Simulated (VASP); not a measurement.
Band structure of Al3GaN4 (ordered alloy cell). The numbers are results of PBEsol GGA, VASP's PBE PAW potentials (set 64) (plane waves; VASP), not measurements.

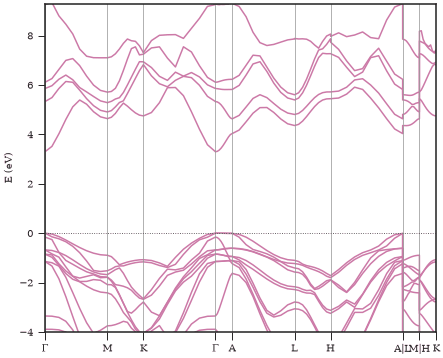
Fig. 1. Bands along high-symmetry lines, zero at the valence-band maximum or, without a gap, the Fermi level

Read the plot: is there a gap, and where are the band edges?

The gap is direct, 3.30 eV, from the valence maximum at Γ to the conduction minimum at Γ. (Edges off the drawn lines would not show.)

The structure was generated: Al3GaN4 was put into an ordered model structure (P3m1), which need not be its known phase. It was relaxed first.
